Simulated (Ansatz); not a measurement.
# ClH4PSi: what the fields show

The calculation's input:

```
crystal:
  periodic: [false, false, false]
  atoms:
    - {symbol: P, position_ang: [-1.489501, 0.145015, -0.279860]}
    - {symbol: Si, position_ang: [0.627878, -0.034864, 0.444640]}
    - {symbol: Cl, position_ang: [0.826479, -1.849760, 1.394309]}
    - {symbol: H, position_ang: [-1.259124, -0.706526, -1.393657]}
    - {symbol: H, position_ang: [-1.183519, 1.325874, -1.013663]}
    - {symbol: H, position_ang: [0.890878, 1.039424, 1.432668]}
    - {symbol: H, position_ang: [1.648110, 0.012836, -0.630138]}
basis:
  gaussian: {orbitals: def2-TZVPP}
hamiltonian: {xc: pbe0, dispersion: d4}
output: {orbitals: {seedname: orbitals}}
```

Run with:

```sh
ansatz run in.yaml --threads 2 --pin off --events-out ev --progress --plain --max-ram 4352MiB
```

Geometry: PBE0-D4/def2-TZVP.

Method: Ansatz 0.2.0, RKS PBE0-D4/def2-TZVPP.

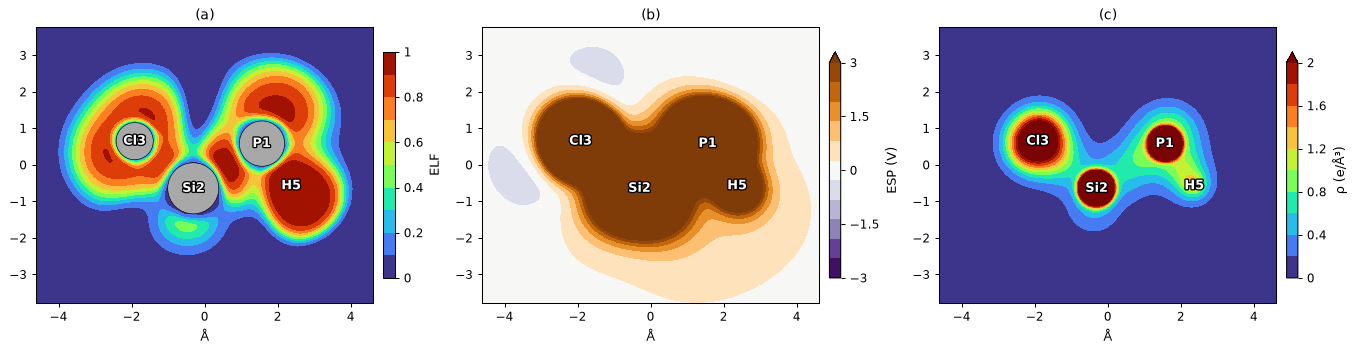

Figure 1. (a) electron localisation function; (b) electrostatic potential; (c) total electron density on the plane of atoms P1, Si2 and Cl3. Grey discs cover the atomic cores in the ELF map.

> What do the fields say about this system?

- The plane passes through P, Si, Cl and H nuclei.
- Si–Cl (2.06 Å): ρ is about 0.9 e/Å³ halfway; the ELF peaks at about 0.85 between the atoms; a polar covalent bond.
- Si–P (2.25 Å): the density is about 0.74 e/Å³ at the midpoint; the ELF peaks at about 0.95 between the atoms, as expected for localised, covalent bonding.
- P–H (1.42 Å): ρ is about 1.1 e/Å³ halfway; the ELF climbs to about 1 towards the hydrogen, as it does in any bond to H.
- The ELF also peaks beside Cl3 and P1, away from the bonds: lone-pair regions.
- Outside the dense part of the molecule the potential is most negative (−0.4 V) near Cl3.

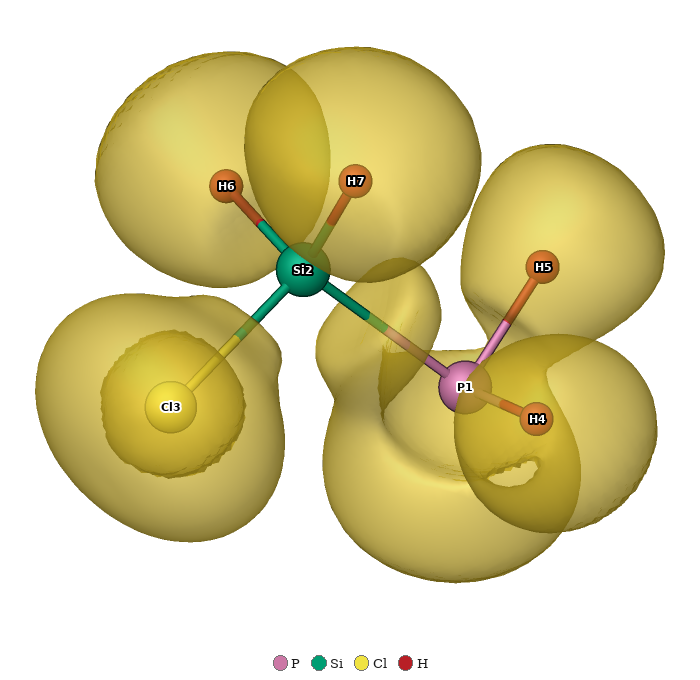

Figure 2. Isosurface of the ELF at 0.75 (yellow), seen at a tilt. Core shells and regions of very low density are left out.

> Where are the electrons localised?

The ELF exceeds this value in two regions around hydrogen nuclei, one region on Cl in which the atom's valence shell and bonds are merged and one joined region spread over several atoms (H, P), in which their bonds and any lone pairs are merged.

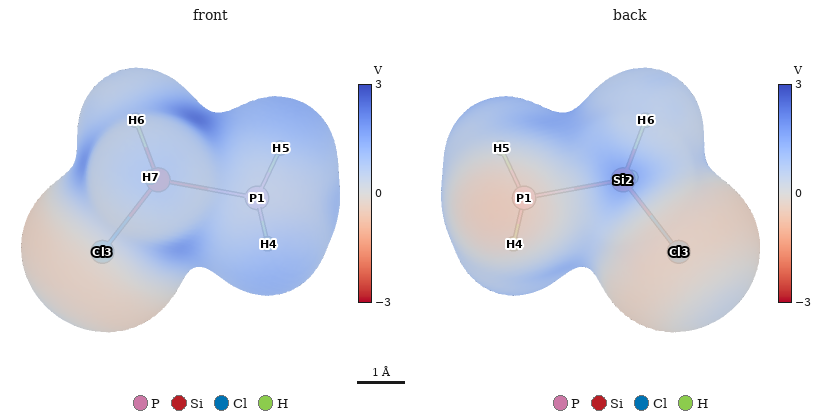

Figure 3. The molecular electrostatic potential painted on the density surface at 0.004 e/bohr³, seen from the front and from behind; the colour scale runs from red (negative) to blue (positive).

> Describe the electrostatic potential map.

The most negative region (about −0.5 V) lies over P1, the most positive (about +2.2 V) over Si2. Cl3 shows a σ-hole: about +0.4 V at the tip opposite its bond, against about −0.3 V on its flanks.
